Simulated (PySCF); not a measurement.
System: TlS (charge +1, triplet).

```
atom   x (Å)   y (Å)    z (Å)
  Tl  0.0000  0.0000  -0.4339
   S  0.0000  0.0000   2.7821
```

Core potentials replace the inner electrons of Tl.

Computed with PySCF, PBE0/def2-SVPD, non-relativistic Hamiltonian with scalar-relativistic core potentials where named, at a bond length of 3.216 Å.

What will maps of the electron density, electron localisation function and spin density show?

Tl–S (3.22 Å): ρ at the midpoint is about 0.15 e/Å³; the ELF peaks at about 0.95 in the valence shell of S, 0.9 Å from its nucleus, and drops to about 0.15 between the two atoms.
The unpaired spin (2 electrons) lies mostly on S2 (about 2.0), in electrons by Hirshfeld's partition.

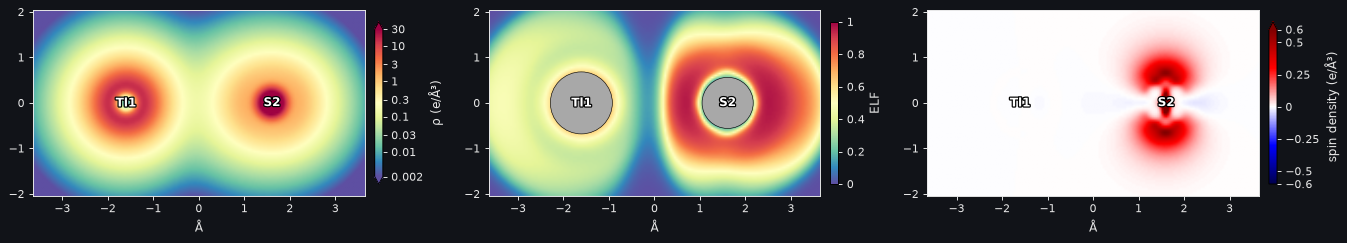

Computed electron density, electron localisation function and spin density on a plane that holds the molecular axis, in this order. Grey discs cover the atomic cores in the ELF map. 
